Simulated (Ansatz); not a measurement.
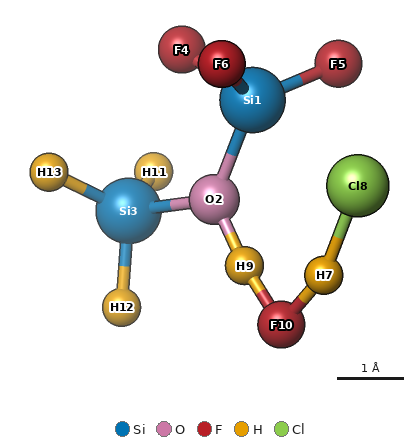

Figure 1. The input geometry of the first run (ball-and-stick view, seen at a tilt; atoms are numbered from 1 in the order of the input).

## Two runs on Si2H5ClOF4

System: Si2H5ClOF4.
Method of the first run: RKS PBE-D4/def2-SVP (Ansatz 0.2.0).

The geometry comes from this level: PBE0-D4/def2-TZVP. Text and figures count atoms from 1; the logs count them from 0 in places.

**Input file, the first run**
```yaml
crystal:
  periodic: [false, false, false]
  atoms:
    - {symbol: Si, position_ang: [-0.416452, 0.359599, 1.321975]}
    - {symbol: O, position_ang: [0.070591, -0.064579, -0.254072]}
    - {symbol: Si, position_ang: [-0.929271, 0.173951, -1.638062]}
    - {symbol: F, position_ang: [-1.836406, 0.906147, 0.778631]}
    - {symbol: F, position_ang: [0.125592, 1.704798, 1.928979]}
    - {symbol: F, position_ang: [-0.959866, -0.775200, 2.265205]}
    - {symbol: H, position_ang: [2.245187, -0.883266, 0.601376]}
    - {symbol: Cl, position_ang: [1.804711, -0.519782, 2.028355]}
    - {symbol: H, position_ang: [1.117016, -0.538238, -0.481947]}
    - {symbol: F, position_ang: [2.180085, -0.996144, -0.537858]}
    - {symbol: H, position_ang: [-1.185143, 1.615132, -1.804382]}
    - {symbol: H, position_ang: [-0.063341, -0.348969, -2.717517]}
    - {symbol: H, position_ang: [-2.152702, -0.633548, -1.490784]}
basis:
  gaussian: {orbitals: def2-SVP}
hamiltonian: {xc: pbe, dispersion: d4}
```

Launched with:
```bash
ansatz run in.yaml --threads 4 --pin off --events-out ev --progress --plain --max-ram 46080MiB --backend cpu
```

Hardware: 4 CPU threads, shared host.

**Output (the first run)**
```
Functional definition: PBE
  parameter kappa = 0.804
  parameter beta = 0.06672455060314922
  exchange = pbe_x(kappa = kappa, mu = beta*pi^2/3)
  correlation = pbe_c(beta = beta)
1612 factors; their error is unknown
mean field evaluation 1: about -41227.9543 eV, gradient 7.1e1 eV
mean field evaluation 2: about -41211.7728 eV, gradient 1.2e2 eV
mean field evaluation 4: about -41235.7904 eV, gradient 5.3e0 eV
mean field evaluation 8: about -41235.8407 eV, gradient 3.9e-1 eV
mean field evaluation 16: about -41235.7259 eV, gradient 4.8e-4 eV
mean field -41235.72594215 eV, -1515.3849777952 hartree, gradient 4.9e-5 eV, S^2 0.000000; 0 other end points of the search recorded, 0 dependent functions left out
reference -41235.72597846 eV, -1515.3849791294 hartree; 47, 47 occupied and 102, 102 virtual orbitals, 1612 factors
Total energy: -41236.09101207 eV, -1515.3983938671 hartree
```

The input of the second run differs as follows (lines with − go, lines with + come):
```diff
-    - {symbol: Si, position_ang: [-0.416452, 0.359599, 1.321975]}
-    - {symbol: O, position_ang: [0.070591, -0.064579, -0.254072]}
-    - {symbol: Si, position_ang: [-0.929271, 0.173951, -1.638062]}
-    - {symbol: F, position_ang: [-1.836406, 0.906147, 0.778631]}
-    - {symbol: F, position_ang: [0.125592, 1.704798, 1.928979]}
-    - {symbol: F, position_ang: [-0.959866, -0.775200, 2.265205]}
-    - {symbol: H, position_ang: [2.245187, -0.883266, 0.601376]}
-    - {symbol: Cl, position_ang: [1.804711, -0.519782, 2.028355]}
-    - {symbol: H, position_ang: [1.117016, -0.538238, -0.481947]}
-    - {symbol: F, position_ang: [2.180085, -0.996144, -0.537858]}
-    - {symbol: H, position_ang: [-1.185143, 1.615132, -1.804382]}
-    - {symbol: H, position_ang: [-0.063341, -0.348969, -2.717517]}
-    - {symbol: H, position_ang: [-2.152702, -0.633548, -1.490784]}
+    - {symbol: Si, position_ang: [-0.356501, 0.344201, 1.407019]}
+    - {symbol: O, position_ang: [0.105610, -0.079739, -0.258418]}
+    - {symbol: Si, position_ang: [-0.958901, 0.193912, -1.610932]}
+    - {symbol: F, position_ang: [-1.746292, 0.842092, 0.677889]}
+    - {symbol: F, position_ang: [0.003852, 1.776451, 1.973451]}
+    - {symbol: F, position_ang: [-1.075389, -0.732535, 2.315824]}
+    - {symbol: H, position_ang: [2.459031, -1.005683, 0.392594]}
+    - {symbol: Cl, position_ang: [1.626731, -0.421403, 2.053233]}
+    - {symbol: H, position_ang: [0.994788, -0.489091, -0.458938]}
+    - {symbol: F, position_ang: [2.406026, -1.111321, -0.562189]}
+    - {symbol: H, position_ang: [-1.192065, 1.637436, -1.766419]}
+    - {symbol: H, position_ang: [-0.101618, -0.321276, -2.703911]}
+    - {symbol: H, position_ang: [-2.165275, -0.633147, -1.459303]}
```

What does this change do to the results?

With the same method and basis, the second run lies 3.5 kcal/mol lower.

**Output (the second run)**
```
Functional definition: PBE
  parameter kappa = 0.804
  parameter beta = 0.06672455060314922
  exchange = pbe_x(kappa = kappa, mu = beta*pi^2/3)
  correlation = pbe_c(beta = beta)
1612 factors; their error is unknown
mean field evaluation 1: about -41228.0621 eV, gradient 7.1e1 eV
mean field evaluation 2: about -41212.0896 eV, gradient 1.2e2 eV
mean field evaluation 4: about -41235.9581 eV, gradient 4.5e0 eV
mean field evaluation 8: about -41235.8806 eV, gradient 1.5e-1 eV
mean field evaluation 16: about -41235.8806 eV, gradient 1.6e-5 eV
mean field -41235.88062132 eV, -1515.3906621499 hartree, gradient 1.6e-5 eV, S^2 0.000000; 0 other end points of the search recorded, 0 dependent functions left out
reference -41235.88065754 eV, -1515.3906634809 hartree; 47, 47 occupied and 102, 102 virtual orbitals, 1612 factors
Total energy: -41236.24098744 eV, -1515.4039053605 hartree
```

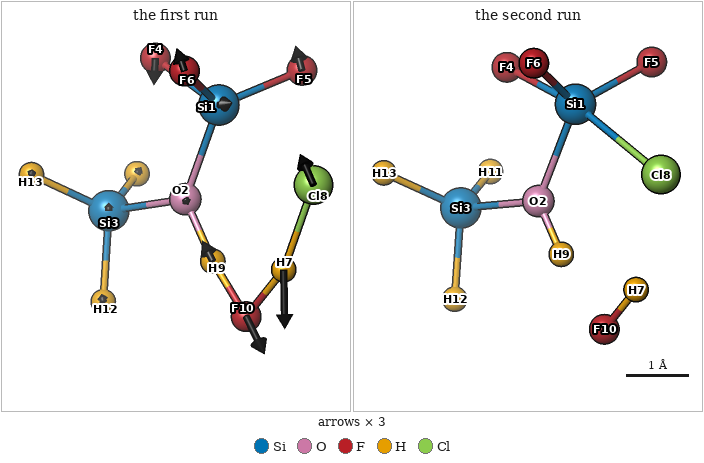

Figure 2. The two input geometries at one scale (ball-and-stick view, seen at a tilt). The black arrows on the first give the shifts of the atoms after the best rigid fit, magnified 3 times. H7 moves most after the best rigid fit: 0.32 Å. Largest moves by element: H 0.32 Å, F 0.25 Å, Cl 0.21 Å, Si 0.10 Å, O 0.04 Å. Among the contacts that change: H7–Cl8 1.537 → 1.947 Å, H9–F10 1.159 → 1.546 Å, Si1–Cl8 2.491 → 2.222 Å, H7–F10 1.147 → 0.962 Å.

**The two runs side by side**

```csv
quantity,the first run,the second run
outcome,converged,converged
total energy (hartree),−1515.398394,−1515.403905
basis functions,149,149
wall time (shared host),1.9 s,2.2 s
```
